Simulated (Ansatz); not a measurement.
System: CH₄BClSi (SMILES BC=[SiH]Cl).

```xyz
8

B    -0.3393    1.3686   -0.2183
C     0.5870    0.2000   -0.4784
Si    0.0237   -1.1933    0.3824
Cl    0.8929   -3.0640    0.3908
H    -0.1453    2.4639   -0.7173
H    -1.3148    1.2310    0.5091
H     1.4875    0.2032   -1.1113
H    -1.1919   -1.2095    1.2429
```

Computed with RKS PBE-D4/def2-SVP (Ansatz).

### What can the converged electron density and electron localisation function tell about the bonding?

C–B (1.51 Å): the density is about 1.5 e/Å³ at the midpoint; the ELF peaks at about 0.95 between the atoms: a covalent bond.
C–Si (1.73 Å): ρ is about 1.1 e/Å³ halfway; the ELF peaks at about 0.90 between the atoms (a covalent bond).
Si–Cl (2.06 Å): the density is about 0.84 e/Å³ at the midpoint; the ELF peaks at about 0.90 between the atoms: a shared but strongly polarised pair.
C–H (1.10 Å): the density is about 1.9 e/Å³ at the midpoint; the ELF climbs to about 1 towards the hydrogen, as it does in any bond to H (a covalent bond by its length).

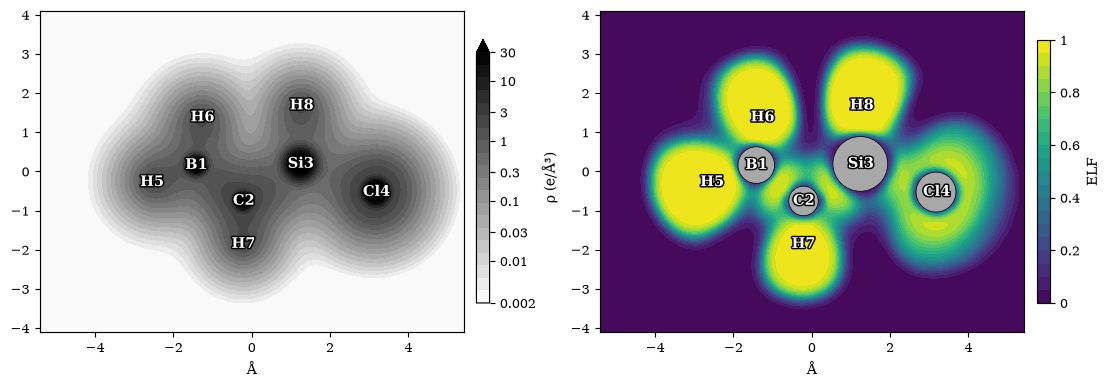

Computed electron density and electron localisation function on the molecular plane, in this order. Grey discs cover the atomic cores in the ELF map. 
